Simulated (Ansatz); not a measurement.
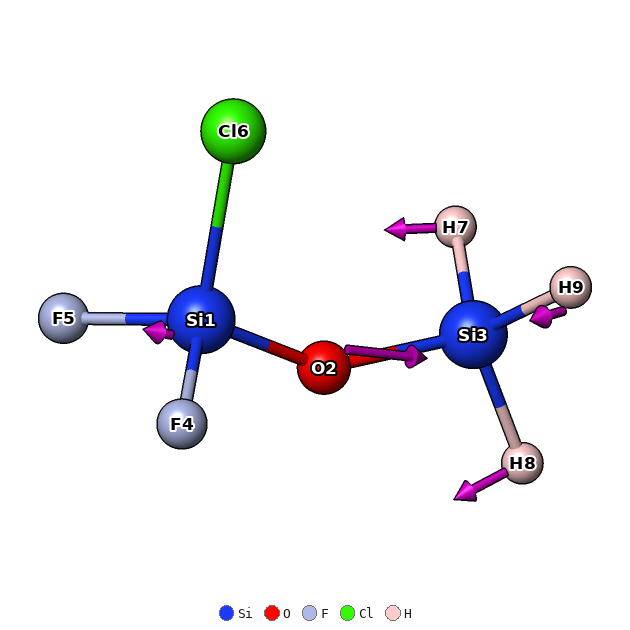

The arrows show one normal mode. Harmonic vibrations computed with RKS PBE0-D4/def2-TZVP (Ansatz 0.2.0) at a stationary point of the same level.

**What kind of motion is it?**

Mostly out-of-phase stretching of 2 O–Si bonds.

**At what wavenumber does it lie?**

1178 cm⁻¹; it is mode 18 of 21 counted from the lowest.
